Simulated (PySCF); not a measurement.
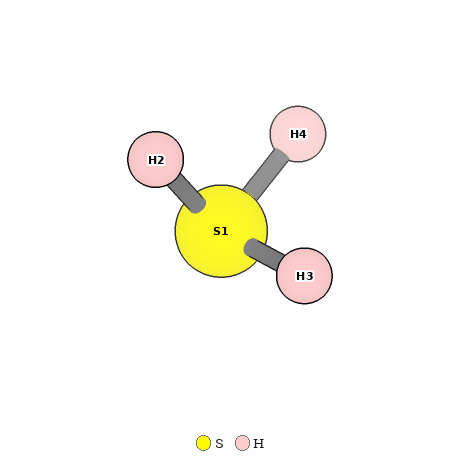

Rigid scan of SH₃⁺, singlet, from a minimum of the shape that electron-pair counting expects: all bonds to atom 1 scaled (atom 1 is the central atom). PBE0/def2-TZVP in PySCF 2.14.0, restricted determinant, no spin-orbit coupling; energies counted from the minimum. Splines pass through the computed points, which are marked.

> What does it cost to go to either end of the scan?

128.4 kJ/mol at 0.88 and 399.2 kJ/mol at 1.35.

> What values does the calculation give?

In kJ/mol:
| scale of the bond length | PBE0 |
| --- | --- |
| 0.88 | 128.4 |
| 0.92 | 51.6 |
| 0.96 | 11.7 |
| 1.00 | 0.0 |
| 1.04 | 9.7 |
| 1.08 | 35.6 |
| 1.14 | 95.9 |
| 1.22 | 201.4 |
| 1.35 | 399.2 |

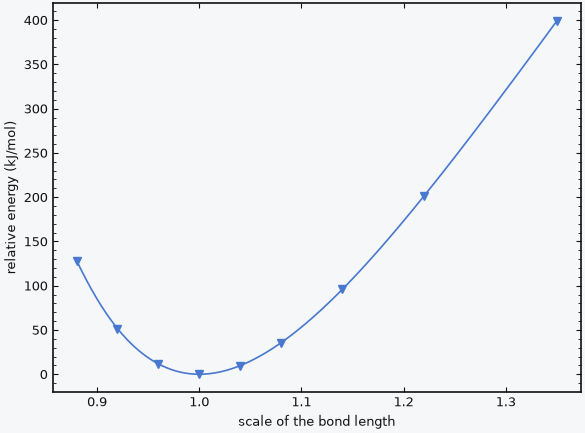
